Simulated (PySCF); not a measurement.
F3P, SMILES `FP(F)F`.

Method: ωB97X/def2-TZVP; geometry: GFN2-xTB; program: PySCF. No frequency check shows the geometry to be a minimum. A basis without diffuse functions makes polarisabilities too small. GFN2-xTB bond lengths at metals and heavier atoms can be off by up to 0.1 Å and shapes distorted, which carries into these values.

Geometry (Å), atoms numbered from 1:

```
F1      -1.1907    0.6338    0.3059
P2      -0.0000    0.0000   -0.5507
F3       1.1443    0.7143    0.3059
F4       0.0464   -1.3481    0.3059
```

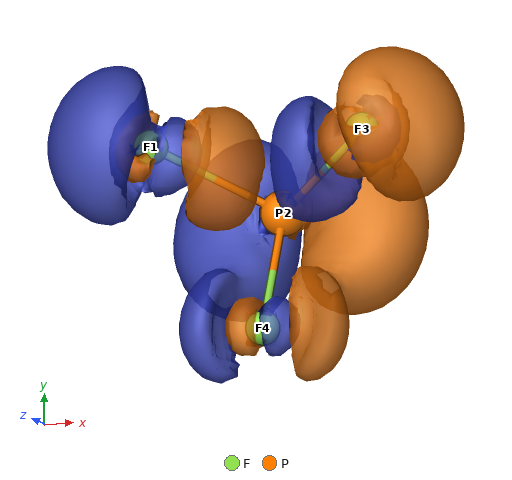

Change of the electron density in a uniform field of 0.21 V/Å, surfaces at ±0.0015 e/Å³ (orange: gain, blue: loss).

The field was applied in both directions; the picture shows the one opposite to the script's first.

Along which Cartesian direction does the field point?

Answer. Along −x: electrons gather on the +x side, against the field.

What dipole is induced, and what polarisability does it imply?

Answer. The induced dipole is 0.24 D (along the field); α along this axis, from the fields in both directions, is 24 bohr³ (3.5 Å³).
